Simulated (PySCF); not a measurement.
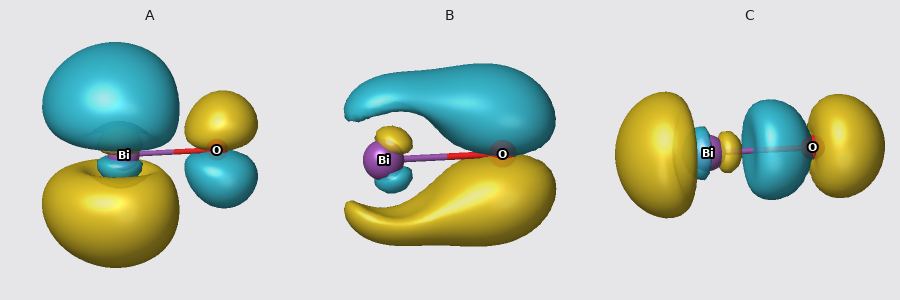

The picture shows: BiO (charge +1). Three frontier orbitals, each drawn at the value that holds 80 % of its norm (yellow and cyan are the two phases), in no order; of a degenerate pair one member is drawn.

Core potentials replace the inner electrons of Bi.

Computed with PBE0/def2-SVPD, non-relativistic Hamiltonian with scalar-relativistic core potentials where named, at a bond length of 1.883 Å (PySCF).

Q: Name the orbitals and rank them from lowest to highest energy.

A: Orbital C: σ, occupied, −15.91 eV; shared between the atoms (Bi 35 %, O 65 %).
Orbital B: π, occupied, −15.56 eV; mainly on O (70 %).
Orbital A: π, empty, −10.17 eV; mainly on Bi (80 %).
